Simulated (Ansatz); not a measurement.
```yaml
atoms:
  - { symbol: Ge, position_ang: [-0.5985, 0.9421, -0.3896] }
  - { symbol: O, position_ang: [0.6759, -1.8195, 0.5459] }
  - { symbol: H, position_ang: [-1.1511, 2.3220, -0.8005] }
  - { symbol: H, position_ang: [-1.7583, -0.0480, -0.2483] }
  - { symbol: H, position_ang: [0.3919, 0.4791, -1.4698] }
  - { symbol: H, position_ang: [0.8474, -1.3859, 1.3891] }
  - { symbol: H, position_ang: [0.1382, 1.1108, 0.9513] }
  - { symbol: H, position_ang: [1.4544, -1.6008, 0.0220] }
```

The calculation used Ansatz, RKS PBE0-D4/def2-SVP.

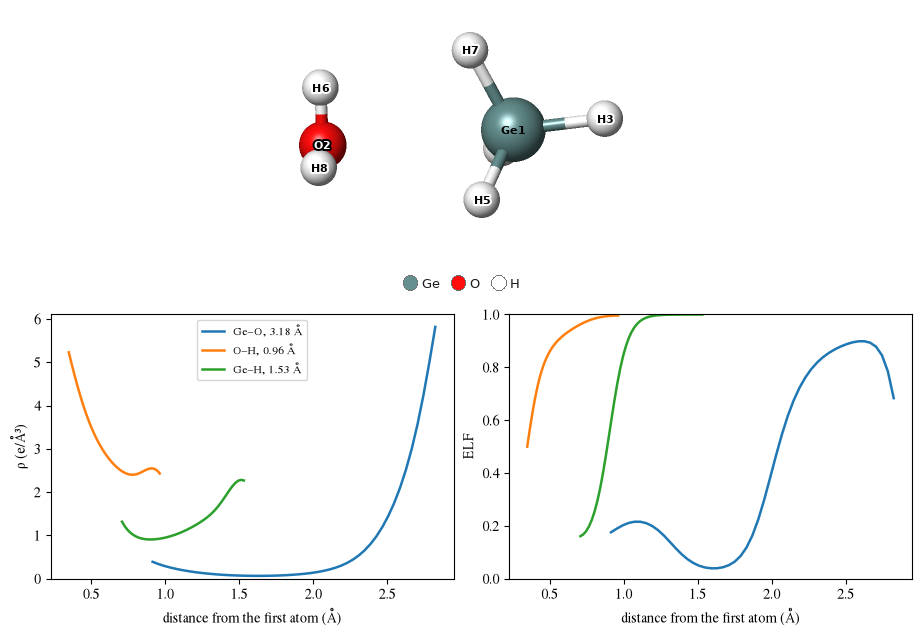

GeH₄···H₂O. Electron density and electron localisation function along straight lines between neighbouring atoms. The curves leave out the atomic cores. The structure is drawn too.

### Compare the contacts.

Ge1···O2 (3.18 Å): the density falls to about 0.06 e/Å³ on the way; the ELF dips to about 0.05 between them.
O–H (0.96 Å): ρ is about 3.7 e/Å³ halfway; the ELF climbs to about 1 towards the hydrogen, as it does in any bond to H (a covalent bond by its length).
Ge–H (1.53 Å): ρ is about 1.1 e/Å³ halfway; the ELF climbs to about 1 towards the hydrogen.
